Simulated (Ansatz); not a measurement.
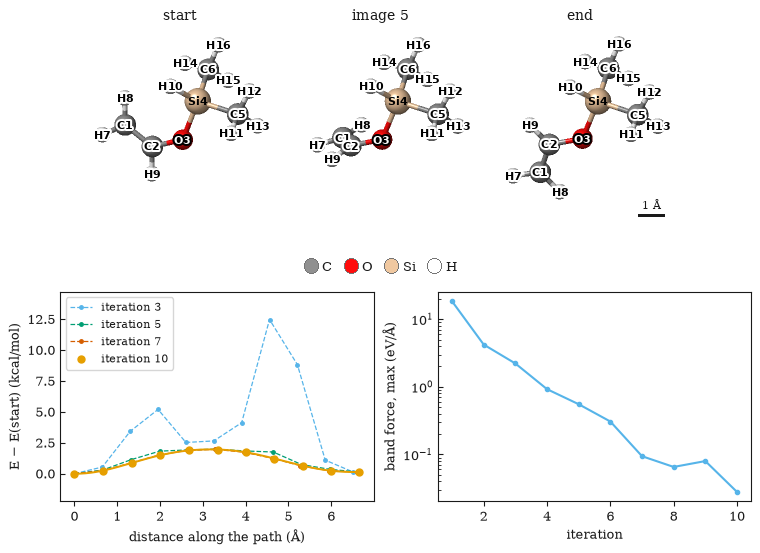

NEB run on C$_{4}$H$_{10}$OSi. Images are numbered from 0 (start) to 10 (end). The plot follows the band through its iterations. Style: ball-and-stick. Shown at a tilt.

Theory: RKS revPBE/def2-SVP in Ansatz 0.2.0. Run with 9 movable images; climbing image; force threshold 0.03 eV/Å; iteration limit 52; starting path through a guess of the saddle point.

**Did the band converge, and can the barrier be trusted?**

The result is final at these settings. The band converged in 10 iterations. The largest component of the band force went from 18 to 0.028 eV/Å. The climbing image converged on the top of the path. Its vibrational analysis gives one imaginary mode (61i cm⁻¹), as a transition state must have. The first iteration put the highest image at 170.38 kcal/mol. The energy climbs by 1.96 kcal/mol to image 5 and then falls by 1.82 kcal/mol, so the end point sits at +0.14 kcal/mol.
